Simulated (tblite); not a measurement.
## Geometry relaxation of C$_{3}$H$_{8}$F$_{2}$O$_{2}$Si$_{3}$ (part 3 of 3)

C$_{3}$H$_{8}$F$_{2}$O$_{2}$Si$_{3}$; GFN2-xTB geometry optimisation, gas phase (tblite 0.8.0). It belongs to a series of runs on one base structure; here: H on C replaced by COOH.

Geometry of the input (Å):
```
O  3.0213  -1.7234  0.3075
C  2.5222  -0.6178  -0.0644
O  3.1175  0.5500  0.4258
C  1.3708  -0.5589  -0.9707
F  0.8961  -1.8044  -1.3487
F  1.7693  0.0799  -2.1177
Si -0.0243  0.4183  -0.2446
C  -0.8458  -0.3050  1.2700
Si -2.2963  0.7913  0.8430
Si -2.0150  0.0699  -1.2306
H  3.9066  0.5117  1.0499
H  0.2695  1.8293  -0.0002
H  -1.1942  -1.3789  1.1565
H  -0.3518  -0.1212  2.2274
H  -1.9878  2.2279  0.9699
H  -3.5747  0.4234  1.4823
H  -2.2586  -1.3499  -1.4545
H  -2.3337  0.9642  -2.3126
```

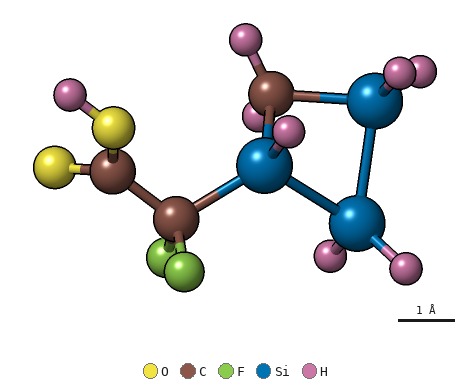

*The input geometry (ball-and-stick view, seen at a tilt).*

## Summary

| quantity | value |
| --- | --- |
| outcome | converged |
| total energy | −904.5291 eV |
| wall time | 2.6 s |
| peak memory | 0.18 GiB |
